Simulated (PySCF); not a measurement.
# C₃H₄F₂: NMR shifts at several levels of theory

Aim: compute the NMR shifts of C₃H₄F₂ (`C=C(F)CF`) at several levels, and see how far they spread and what each costs.

Computed with PySCF 2.14.0, with density-fitted response routines of our own, on a single molecule in the gas phase. Atoms count from 0, in the outputs and in this text.

## (1) Starting geometry

9 atoms, charge 0, multiplicity 1; geometry from: PBE0-D3(BJ)/def2-SVP.

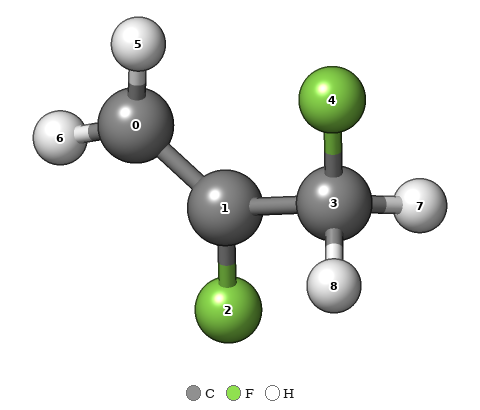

The starting geometry (carbon grey, fluorine green, hydrogen white), atoms numbered; sticks join atoms by distance.

## (2) Shielding tensors: PBE0/pcSseg-2

The job: settings as JSON, then the geometry in Å.

```
{"job": {"kind": "nmr", "xc": "PBE0", "basis": "pcSseg-2", "pop": false}, "charge": 0, "multiplicity": 1}
C      1.045430     0.374915     0.870989
C      0.372531     0.275429    -0.266660
F      0.810375     0.814860    -1.408446
C     -0.932563    -0.420846    -0.480917
F     -1.386469    -0.978058     0.675619
H      0.636038    -0.085740     1.769070
H      1.994838     0.909962     0.913953
H     -0.806626    -1.205711    -1.248892
H     -1.675461     0.303076    -0.862598
```

With the program's defaults for keys left out, this is: GIAO PBE0/pcSseg-2 NMR shielding, non-relativistic, gas phase.

The run is started by

```sh
$ OMP_NUM_THREADS=1 python probes_run.py task.json out
```

The driver reads the jobs from task.json and runs them one after another.

The log of the run:

```text
coarse grid: 7912 points
cycle   1  E = -316.1072876511  dE =  5.768e-01  |g| = 6.403e-01  |ddm| = 2.008e+00
cycle   2  E = -316.0237552223  dE =  8.353e-02  |g| = 9.469e-01  |ddm| = 8.118e-01
cycle   3  E = -316.1744476460  dE = -1.507e-01  |g| = 8.878e-02  |ddm| = 5.188e-01
cycle   4  E = -316.1759359887  dE = -1.488e-03  |g| = 4.152e-02  |ddm| = 8.570e-02
cycle   5  E = -316.1762598418  dE = -3.239e-04  |g| = 1.135e-02  |ddm| = 2.923e-02
cycle   6  E = -316.1762820043  dE = -2.216e-05  |g| = 3.607e-03  |ddm| = 8.274e-03
cycle   7  E = -316.1762849268  dE = -2.923e-06  |g| = 2.390e-04  |ddm| = 2.314e-03
final grid: 78320 points
cycle   8  E = -316.1747702133  dE = -7.397e-05  |g| = 5.646e-03  |ddm| = 2.931e-02
cycle   9  E = -316.1747676404  dE =  2.573e-06  |g| = 7.042e-03  |ddm| = 7.364e-03
cycle  10  E = -316.1747775450  dE = -9.905e-06  |g| = 1.062e-03  |ddm| = 3.784e-03
cycle  11  E = -316.1747777062  dE = -1.613e-07  |g| = 2.394e-04  |ddm| = 7.296e-04
cycle  12  E = -316.1747777146  dE = -8.407e-09  |g| = 5.002e-05  |ddm| = 1.369e-04
cycle  13  E = -316.1747777150  dE = -3.330e-10  |g| = 2.997e-05  |ddm| = 4.693e-05
converged SCF energy = -316.1747777150

GIAO shielding tensors (ppm)
atom      isotropic    diamagn.    paramagn.     s11        s22        s33       span
  0 C       89.441     255.913    -166.472    -15.453    110.982    172.795    188.248
  1 C        7.791     251.698    -243.906   -104.356     58.733     68.997    173.354
  2 F      292.386     467.692    -175.306    196.906    288.884    391.368    194.462
  3 C      102.059     236.657    -134.598     75.470     75.526    155.181     79.711
  4 F      431.342     467.705     -36.363    399.322    419.659    475.043     75.721
  5 H       26.302      31.090      -4.788     24.442     24.555     29.910      5.468
  6 H       26.337      30.068      -3.731     23.707     25.314     29.990      6.283
  7 H       26.504      27.971      -1.467     23.165     26.429     29.917      6.752
  8 H       26.501      27.983      -1.482     23.166     26.421     29.915      6.748
```

Run time: 34 s. Hardware: 1 thread of Arm Neoverse V2, shared host; peak memory 0.84 GiB.

Shifts follow as δ = σ(reference) − σ, with reference shieldings (ppm) from runs at the same level and on the same kind of geometry: ¹H TMS 31.25, ¹³C TMS 184.1, ¹⁹F CFCl3 175.8. The references are single molecules in the gas phase, so shifts against H2O, NH3, PH3, H3PO4 or CFCl3 are not on the usual liquid scales and can be off by tens of ppm. Atoms listed in one row are averaged.

```tsv
atoms	environment	σ (ppm)	δ (ppm)
C1	fully substituted alkene carbon bonded to F	7.8	176.3
C0	terminal =CH2 carbon	89.4	94.7
C3	allylic sp3 CH2 bonded to F	102.1	82.1
H5	hydrogen on a terminal =CH2 carbon	26.30	4.94
H6	hydrogen on a terminal =CH2 carbon	26.34	4.91
H7, H8	hydrogen on an allylic sp3 CH2 bonded to F	26.50	4.74
F2	vinylic fluorine	292.4	-116.6
F4	fluorine on an sp3 carbon	431.3	-255.5
```

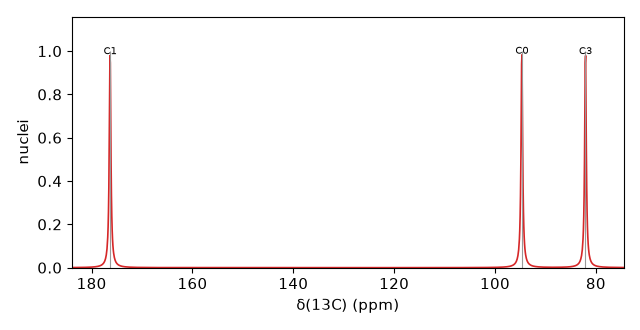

¹³C lines at the computed shifts, without couplings. Lines are broadened to a width of 0.38 ppm (Lorentzian).

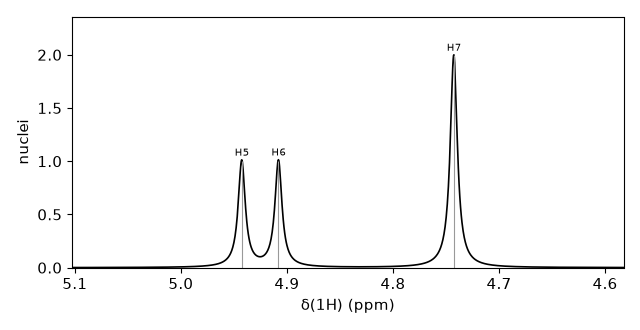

¹H lines at the computed shifts, without couplings. Lines are broadened to a width of 0.01 ppm (Lorentzian).

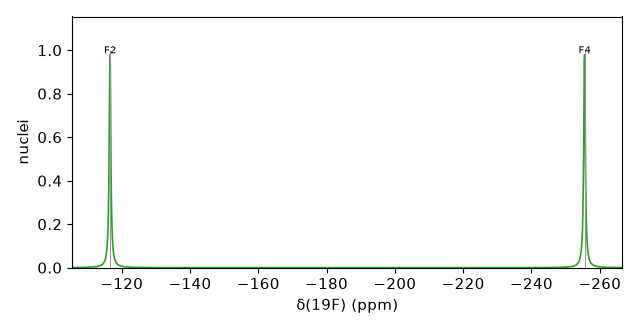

¹⁹F lines at the computed shifts, without couplings. Lines are broadened to a width of 0.56 ppm (Lorentzian).

## (3) Nuclear shieldings: mPW1PW91/pcSseg-2

Settings changed since step 2:

```diff
@@ -1,2 +1,2 @@
-{"job": {"kind": "nmr", "xc": "PBE0", "basis": "pcSseg-2", "pop": false}, "charge": 0, "multiplicity": 1}
+{"job": {"kind": "nmr", "xc": "mPW1PW91", "basis": "pcSseg-2", "pop": false}, "charge": 0, "multiplicity": 1}
 C      1.045430     0.374915     0.870989
```

Method: GIAO mPW1PW91/pcSseg-2 NMR shielding, non-relativistic, gas phase.

The log of the run:

```text
coarse grid: 7912 points
cycle   1  E = -316.3612945930  dE =  5.773e-01  |g| = 6.589e-01  |ddm| = 2.006e+00
cycle   2  E = -316.2742952435  dE =  8.700e-02  |g| = 9.736e-01  |ddm| = 8.238e-01
cycle   3  E = -316.4316419068  dE = -1.573e-01  |g| = 8.925e-02  |ddm| = 5.288e-01
cycle   4  E = -316.4331486340  dE = -1.507e-03  |g| = 4.154e-02  |ddm| = 8.699e-02
cycle   5  E = -316.4334730010  dE = -3.244e-04  |g| = 1.164e-02  |ddm| = 2.940e-02
cycle   6  E = -316.4334966701  dE = -2.367e-05  |g| = 3.624e-03  |ddm| = 8.431e-03
cycle   7  E = -316.4334996214  dE = -2.951e-06  |g| = 2.389e-04  |ddm| = 2.327e-03
final grid: 78320 points
cycle   8  E = -316.4309512733  dE = -6.770e-05  |g| = 4.262e-03  |ddm| = 2.936e-02
cycle   9  E = -316.4309500839  dE =  1.189e-06  |g| = 5.161e-03  |ddm| = 5.575e-03
cycle  10  E = -316.4309554351  dE = -5.351e-06  |g| = 8.218e-04  |ddm| = 2.805e-03
cycle  11  E = -316.4309555260  dE = -9.093e-08  |g| = 2.217e-04  |ddm| = 5.778e-04
cycle  12  E = -316.4309555334  dE = -7.313e-09  |g| = 3.607e-05  |ddm| = 1.261e-04
cycle  13  E = -316.4309555335  dE = -1.524e-10  |g| = 2.104e-05  |ddm| = 3.215e-05
converged SCF energy = -316.4309555335

GIAO shielding tensors (ppm)
atom      isotropic    diamagn.    paramagn.     s11        s22        s33       span
  0 C       88.427     256.038    -167.612    -16.774    109.988    172.066    188.840
  1 C        7.144     251.605    -244.461   -105.161     58.132     68.461    173.622
  2 F      293.152     467.739    -174.586    197.920    289.503    392.035    194.115
  3 C      101.457     237.024    -135.567     74.888     75.044    154.439     79.551
  4 F      431.190     467.942     -36.752    399.873    419.632    474.065     74.193
  5 H       26.352      31.107      -4.755     24.494     24.592     29.971      5.477
  6 H       26.393      30.058      -3.665     23.770     25.369     30.040      6.270
  7 H       26.562      27.966      -1.404     23.231     26.492     29.962      6.731
  8 H       26.559      27.977      -1.419     23.233     26.484     29.960      6.727
```

Run time: 29 s. Hardware: 1 thread of Arm Neoverse V2, shared host; peak memory 0.84 GiB.

In short: δ C1 176.4, C0 95.1, C3 82.1, F2 -116.0, H5 4.94, H6 4.90 ppm.

## (4) Shielding tensors: WP04/pcSseg-2

Settings changed since step 3:

```diff
@@ -1,2 +1,2 @@
-{"job": {"kind": "nmr", "xc": "mPW1PW91", "basis": "pcSseg-2", "pop": false}, "charge": 0, "multiplicity": 1}
+{"job": {"kind": "nmr", "xc": "WP04", "basis": "pcSseg-2", "pop": false}, "charge": 0, "multiplicity": 1}
 C      1.045430     0.374915     0.870989
```

With the program's defaults for keys left out, this is: GIAO WP04/pcSseg-2 NMR shielding, non-relativistic, gas phase.

The log of the run:

```text
coarse grid: 7912 points
cycle   1  E = -322.6482444307  dE =  5.469e-01  |g| = 1.039e+00  |ddm| = 1.986e+00
cycle   2  E = -322.3790325643  dE =  2.692e-01  |g| = 1.656e+00  |ddm| = 1.358e+00
cycle   3  E = -322.8004747400  dE = -4.214e-01  |g| = 1.914e-01  |ddm| = 9.672e-01
cycle   4  E = -322.8080429887  dE = -7.568e-03  |g| = 6.995e-02  |ddm| = 1.626e-01
cycle   5  E = -322.8089054782  dE = -8.625e-04  |g| = 3.396e-02  |ddm| = 5.572e-02
cycle   6  E = -322.8091643385  dE = -2.589e-04  |g| = 4.867e-03  |ddm| = 2.211e-02
cycle   7  E = -322.8091695559  dE = -5.217e-06  |g| = 5.371e-04  |ddm| = 3.371e-03
final grid: 78320 points
cycle   8  E = -322.8072502352  dE = -1.158e-04  |g| = 7.100e-03  |ddm| = 4.074e-02
cycle   9  E = -322.8072402597  dE =  9.976e-06  |g| = 1.050e-02  |ddm| = 9.262e-03
cycle  10  E = -322.8072605582  dE = -2.030e-05  |g| = 1.330e-03  |ddm| = 5.247e-03
cycle  11  E = -322.8072608234  dE = -2.651e-07  |g| = 3.496e-04  |ddm| = 9.673e-04
cycle  12  E = -322.8072608405  dE = -1.718e-08  |g| = 1.559e-04  |ddm| = 2.436e-04
cycle  13  E = -322.8072608446  dE = -4.033e-09  |g| = 5.358e-05  |ddm| = 1.091e-04
cycle  14  E = -322.8072608452  dE = -6.481e-10  |g| = 1.088e-05  |ddm| = 3.641e-05
converged SCF energy = -322.8072608452

GIAO shielding tensors (ppm)
atom      isotropic    diamagn.    paramagn.     s11        s22        s33       span
  0 C       74.517     254.929    -180.412    -31.015     94.231    160.334    191.349
  1 C       -3.690     252.346    -256.036   -111.751     44.934     55.746    167.498
  2 F      296.370     471.014    -174.644    205.711    300.725    382.673    176.963
  3 C       88.347     237.054    -148.707     61.114     62.182    141.746     80.632
  4 F      420.141     471.345     -51.204    402.860    405.094    452.469     49.609
  5 H       26.717      31.218      -4.502     24.849     24.935     30.365      5.516
  6 H       26.813      30.067      -3.254     24.346     25.812     30.283      5.937
  7 H       26.933      28.256      -1.323     23.764     26.899     30.136      6.372
  8 H       26.930      28.270      -1.340     23.765     26.892     30.134      6.369
```

Run time: 29 s. Hardware: 1 thread of Arm Neoverse V2, shared host; peak memory 0.85 GiB.

Key values: δ C1 175.8, C0 97.6, C3 83.8, F2 -119.0, H5 4.89, H6 4.80 ppm.

## (5) Shielding tensors: B97-2/pcSseg-2

Settings changed since step 4:

```diff
@@ -1,2 +1,2 @@
-{"job": {"kind": "nmr", "xc": "WP04", "basis": "pcSseg-2", "pop": false}, "charge": 0, "multiplicity": 1}
+{"job": {"kind": "nmr", "xc": "B97-2", "basis": "pcSseg-2", "pop": false}, "charge": 0, "multiplicity": 1}
 C      1.045430     0.374915     0.870989
```

Method: GIAO B97-2/pcSseg-2 NMR shielding, non-relativistic, gas phase.

The log of the run:

```text
coarse grid: 7912 points
cycle   1  E = -316.3338590400  dE =  5.640e-01  |g| = 6.845e-01  |ddm| = 2.012e+00
cycle   2  E = -316.2298172058  dE =  1.040e-01  |g| = 1.040e+00  |ddm| = 8.914e-01
cycle   3  E = -316.4084337482  dE = -1.786e-01  |g| = 9.748e-02  |ddm| = 5.804e-01
cycle   4  E = -316.4102792633  dE = -1.846e-03  |g| = 4.458e-02  |ddm| = 9.572e-02
cycle   5  E = -316.4106582702  dE = -3.790e-04  |g| = 1.318e-02  |ddm| = 3.217e-02
cycle   6  E = -316.4106908628  dE = -3.259e-05  |g| = 3.611e-03  |ddm| = 9.406e-03
cycle   7  E = -316.4106938375  dE = -2.975e-06  |g| = 2.433e-04  |ddm| = 2.400e-03
final grid: 78320 points
cycle   8  E = -316.4045051934  dE = -7.702e-05  |g| = 8.401e-03  |ddm| = 4.083e-02
cycle   9  E = -316.4044960446  dE =  9.149e-06  |g| = 1.159e-02  |ddm| = 9.623e-03
cycle  10  E = -316.4045143953  dE = -1.835e-05  |g| = 8.355e-04  |ddm| = 5.735e-03
cycle  11  E = -316.4045145347  dE = -1.394e-07  |g| = 2.164e-04  |ddm| = 6.157e-04
cycle  12  E = -316.4045145430  dE = -8.283e-09  |g| = 1.011e-04  |ddm| = 1.796e-04
cycle  13  E = -316.4045145448  dE = -1.749e-09  |g| = 1.598e-05  |ddm| = 6.675e-05
cycle  14  E = -316.4045145448  dE = -4.377e-11  |g| = 5.818e-06  |ddm| = 1.196e-05
converged SCF energy = -316.4045145448

GIAO shielding tensors (ppm)
atom      isotropic    diamagn.    paramagn.     s11        s22        s33       span
  0 C       90.794     256.196    -165.402    -11.296    111.862    171.816    183.112
  1 C       10.219     252.244    -242.026    -98.401     59.666     69.391    167.792
  2 F      293.905     468.264    -174.360    199.627    290.788    391.300    191.673
  3 C      102.049     237.337    -135.288     75.651     75.987    154.509     78.858
  4 F      429.164     468.396     -39.232    400.424    417.060    470.010     69.586
  5 H       26.461      31.228      -4.767     24.588     24.769     30.026      5.437
  6 H       26.506      30.131      -3.625     23.904     25.486     30.128      6.225
  7 H       26.621      28.056      -1.436     23.311     26.553     29.999      6.688
  8 H       26.618      28.070      -1.452     23.312     26.545     29.997      6.684
```

Run time: 24 s. Hardware: 1 thread of Arm Neoverse V2, shared host; peak memory 0.85 GiB.

This run: δ C1 173.2, C0 92.7, C3 81.4, F2 -116.5, H5 4.90, H6 4.85 ppm.

## (6) NMR shieldings: BHandHLYP/pcSseg-2

Settings changed since step 5:

```diff
@@ -1,2 +1,2 @@
-{"job": {"kind": "nmr", "xc": "B97-2", "basis": "pcSseg-2", "pop": false}, "charge": 0, "multiplicity": 1}
+{"job": {"kind": "nmr", "xc": "BHandHLYP", "basis": "pcSseg-2", "pop": false}, "charge": 0, "multiplicity": 1}
 C      1.045430     0.374915     0.870989
```

With the program's defaults for keys left out, this is: GIAO BHandHLYP/pcSseg-2 NMR shielding, non-relativistic, gas phase.

The log of the run:

```text
coarse grid: 7912 points
cycle   1  E = -316.2805509622  dE =  6.581e-01  |g| = 6.695e-01  |ddm| = 1.989e+00
cycle   2  E = -316.2653647243  dE =  1.519e-02  |g| = 7.666e-01  |ddm| = 6.484e-01
cycle   3  E = -316.3590472976  dE = -9.368e-02  |g| = 4.840e-02  |ddm| = 3.648e-01
cycle   4  E = -316.3594970831  dE = -4.498e-04  |g| = 2.207e-02  |ddm| = 3.974e-02
cycle   5  E = -316.3595828213  dE = -8.574e-05  |g| = 7.827e-03  |ddm| = 1.696e-02
cycle   6  E = -316.3595931841  dE = -1.036e-05  |g| = 1.871e-03  |ddm| = 5.204e-03
cycle   7  E = -316.3595939070  dE = -7.229e-07  |g| = 4.210e-04  |ddm| = 1.349e-03
final grid: 78320 points
cycle   8  E = -316.3590161823  dE = -2.790e-05  |g| = 2.807e-03  |ddm| = 1.849e-02
cycle   9  E = -316.3590163332  dE = -1.509e-07  |g| = 2.803e-03  |ddm| = 2.797e-03
cycle  10  E = -316.3590176398  dE = -1.307e-06  |g| = 3.055e-04  |ddm| = 1.317e-03
cycle  11  E = -316.3590176509  dE = -1.108e-08  |g| = 1.221e-04  |ddm| = 2.242e-04
cycle  12  E = -316.3590176537  dE = -2.829e-09  |g| = 1.328e-05  |ddm| = 8.549e-05
cycle  13  E = -316.3590176537  dE = -2.893e-11  |g| = 6.720e-06  |ddm| = 1.089e-05
converged SCF energy = -316.3590176537

GIAO shielding tensors (ppm)
atom      isotropic    diamagn.    paramagn.     s11        s22        s33       span
  0 C       87.729     254.161    -166.432    -21.431    112.046    172.573    194.003
  1 C        8.174     250.620    -242.446   -111.493     62.650     73.365    184.857
  2 F      314.965     468.169    -153.204    227.675    316.264    400.957    173.283
  3 C      104.790     233.598    -128.808     78.620     79.001    156.750     78.130
  4 F      440.188     468.104     -27.916    407.116    430.907    482.541     75.425
  5 H       26.466      30.999      -4.533     24.454     24.817     30.126      5.672
  6 H       26.459      30.132      -3.673     23.886     25.257     30.233      6.347
  7 H       26.772      27.999      -1.227     23.406     26.690     30.220      6.814
  8 H       26.769      28.008      -1.239     23.408     26.681     30.218      6.810
```

Run time: 20 s. Hardware: 1 thread of Arm Neoverse V2, shared host; peak memory 0.85 GiB.

In short: δ C1 176.1, C0 96.5, C3 79.5, F2 -112.9, H6 4.99, H5 4.98 ppm.

## (7) NMR shieldings: CAM-B3LYP/pcSseg-2

Settings changed since step 6:

```diff
@@ -1,2 +1,2 @@
-{"job": {"kind": "nmr", "xc": "BHandHLYP", "basis": "pcSseg-2", "pop": false}, "charge": 0, "multiplicity": 1}
+{"job": {"kind": "nmr", "xc": "CAM-B3LYP", "basis": "pcSseg-2", "pop": false}, "charge": 0, "multiplicity": 1}
 C      1.045430     0.374915     0.870989
```

Method: GIAO CAM-B3LYP/pcSseg-2 NMR shielding, non-relativistic, gas phase.

The log of the run:

```text
coarse grid: 7912 points
cycle   1  E = -316.3208796814  dE =  6.455e-01  |g| = 7.000e-01  |ddm| = 1.971e+00
cycle   2  E = -316.2780981639  dE =  4.278e-02  |g| = 9.068e-01  |ddm| = 7.318e-01
cycle   3  E = -316.4036401604  dE = -1.255e-01  |g| = 5.062e-02  |ddm| = 4.164e-01
cycle   4  E = -316.4040488845  dE = -4.087e-04  |g| = 2.022e-02  |ddm| = 3.481e-02
cycle   5  E = -316.4041164454  dE = -6.756e-05  |g| = 8.571e-03  |ddm| = 1.606e-02
cycle   6  E = -316.4041269131  dE = -1.047e-05  |g| = 2.108e-03  |ddm| = 5.229e-03
cycle   7  E = -316.4041277525  dE = -8.393e-07  |g| = 4.633e-04  |ddm| = 1.462e-03
final grid: 78320 points
cycle   8  E = -316.4027947722  dE = -4.857e-05  |g| = 3.923e-03  |ddm| = 2.056e-02
cycle   9  E = -316.4027943369  dE =  4.353e-07  |g| = 4.484e-03  |ddm| = 3.821e-03
cycle  10  E = -316.4027975287  dE = -3.192e-06  |g| = 4.835e-04  |ddm| = 1.991e-03
cycle  11  E = -316.4027975582  dE = -2.945e-08  |g| = 1.722e-04  |ddm| = 3.606e-04
cycle  12  E = -316.4027975637  dE = -5.555e-09  |g| = 2.762e-05  |ddm| = 1.196e-04
cycle  13  E = -316.4027975638  dE = -9.982e-11  |g| = 1.144e-05  |ddm| = 1.792e-05
converged SCF energy = -316.4027975638

GIAO shielding tensors (ppm)
atom      isotropic    diamagn.    paramagn.     s11        s22        s33       span
  0 C       85.809     254.032    -168.224    -22.489    108.915    171.000    193.490
  1 C        2.544     249.774    -247.230   -115.073     56.474     66.231    181.303
  2 F      300.893     468.286    -167.393    210.567    300.208    391.906    181.339
  3 C       99.617     233.223    -133.607     71.805     72.159    154.886     83.081
  4 F      434.276     468.196     -33.920    400.354    422.463    480.009     79.656
  5 H       26.361      30.956      -4.595     24.503     24.609     29.971      5.468
  6 H       26.360      30.265      -3.905     23.779     25.332     29.968      6.189
  7 H       26.556      28.069      -1.513     23.236     26.490     29.940      6.704
  8 H       26.553      28.075      -1.522     23.238     26.483     29.938      6.699
```

Wall time 34 s (1 thread of Arm Neoverse V2, shared host); peak memory 1 GiB.

Key values: δ C1 180.0, C0 96.7, C3 82.9, F2 -114.9, H6 4.98, H5 4.98 ppm.

## (8) NMR shieldings: wB97X-D/pcSseg-2

Settings changed since step 7:

```diff
@@ -1,2 +1,2 @@
-{"job": {"kind": "nmr", "xc": "CAM-B3LYP", "basis": "pcSseg-2", "pop": false}, "charge": 0, "multiplicity": 1}
+{"job": {"kind": "nmr", "xc": "wB97X-D", "basis": "pcSseg-2", "pop": false}, "charge": 0, "multiplicity": 1}
 C      1.045430     0.374915     0.870989
```

Level: GIAO wB97X-D/pcSseg-2 NMR shielding, non-relativistic, gas phase.

The log of the run:

```text
coarse grid: 7912 points
cycle   1  E = -316.3248019652  dE =  6.651e-01  |g| = 7.069e-01  |ddm| = 1.999e+00
cycle   2  E = -316.3070070171  dE =  1.779e-02  |g| = 8.319e-01  |ddm| = 6.632e-01
cycle   3  E = -316.4108312624  dE = -1.038e-01  |g| = 4.627e-02  |ddm| = 3.575e-01
cycle   4  E = -316.4112052768  dE = -3.740e-04  |g| = 1.694e-02  |ddm| = 3.413e-02
cycle   5  E = -316.4112603024  dE = -5.503e-05  |g| = 7.306e-03  |ddm| = 1.488e-02
cycle   6  E = -316.4112695773  dE = -9.275e-06  |g| = 1.473e-03  |ddm| = 4.852e-03
final grid: 78320 points
cycle   7  E = -316.4122929639  dE = -1.770e-04  |g| = 1.016e-02  |ddm| = 4.429e-02
cycle   8  E = -316.4122899001  dE =  3.064e-06  |g| = 1.152e-02  |ddm| = 9.239e-03
cycle   9  E = -316.4123073966  dE = -1.750e-05  |g| = 3.868e-04  |ddm| = 4.196e-03
cycle  10  E = -316.4123074212  dE = -2.463e-08  |g| = 3.030e-04  |ddm| = 4.885e-04
cycle  11  E = -316.4123074391  dE = -1.795e-08  |g| = 3.677e-05  |ddm| = 1.837e-04
cycle  12  E = -316.4123074396  dE = -4.983e-10  |g| = 1.239e-05  |ddm| = 4.812e-05
converged SCF energy = -316.4123074396

GIAO shielding tensors (ppm)
atom      isotropic    diamagn.    paramagn.     s11        s22        s33       span
  0 C       88.115     255.872    -167.757    -18.849    110.752    172.442    191.291
  1 C        6.771     251.806    -245.035   -108.181     59.565     68.928    177.109
  2 F      298.160     466.999    -168.838    205.533    295.040    393.907    188.374
  3 C      102.574     236.309    -133.735     75.387     75.937    156.398     81.010
  4 F      433.729     467.414     -33.685    401.171    422.567    477.448     76.276
  5 H       26.380      31.044      -4.664     24.528     24.612     30.001      5.474
  6 H       26.415      30.037      -3.622     23.776     25.371     30.098      6.322
  7 H       26.670      27.983      -1.313     23.315     26.592     30.102      6.787
  8 H       26.668      27.996      -1.328     23.317     26.586     30.100      6.783
```

Wall time 29 s (1 thread of Arm Neoverse V2, shared host); peak memory 0.89 GiB.

This run: δ C1 177.6, C0 96.3, C3 81.8, F2 -111.7, H5 4.98, H6 4.94 ppm.

(Part 1 of 2 ends here.)
